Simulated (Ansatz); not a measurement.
The calculation's input:

```
crystal:
  periodic: [false, false, false]
  atoms:
    - symbol: Br
      position_ang: [-1.387051, 0.415080, 1.131585]
    - symbol: Ge
      position_ang: [0.030027, -0.818206, -1.065230]
    - symbol: H
      position_ang: [-1.356935, 1.751916, 0.620682]
    - symbol: H
      position_ang: [-1.127490, -1.925310, -0.991146]
    - symbol: H
      position_ang: [0.862539, -1.559522, 0.087057]
basis:
  gaussian: {orbitals: def2-TZVPD}
hamiltonian: {xc: {name: PBE0}}
output: {forces: true, orbitals: {seedname: orbitals}}
```

Run with:

```sh
ansatz run input.yaml --threads 1 --pin off --max-ram 2610MiB --events-out events.jsonl --progress --plain --runs-dir runs
```

Geometry: B3LYP-D3(BJ)/def2-SVP.

Level of theory: isolated molecule in a Gaussian basis; Kohn-Sham density functional theory, functional PBE0 in Ansatz 0.2.0.

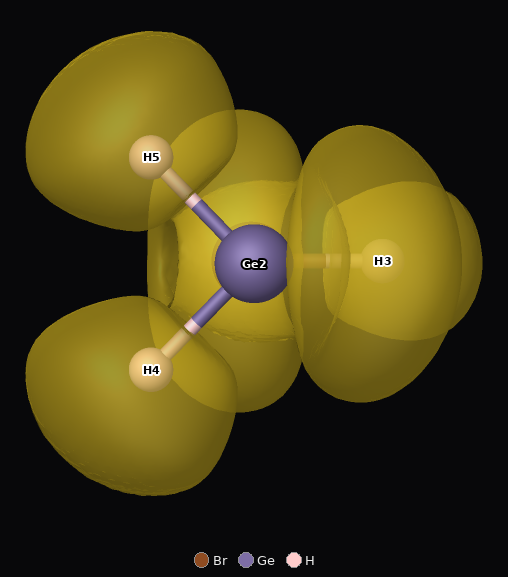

BrGeH₃. Isosurface of the ELF at 0.75 (yellow), seen at an oblique angle. Only the valence region is drawn (cores and ρ < 0.01 e/Å³ removed).

Q: Describe the localisation domains.

A: The surface consists of three regions around hydrogen nuclei, one lobe on Ge, pointing away from the bonds (lone pairs) and one region wrapped around Br (its valence shell).

Values along the shortest contacts:
Ge–Br (2.89 Å): the ELF peaks at about 0.85 in the valence shell of Br, 1.0 Å from its nucleus, and is about 0.40 at the midpoint. Br–H (1.43 Å): the ELF climbs to about 1 towards the hydrogen, as it does in any bond to H.
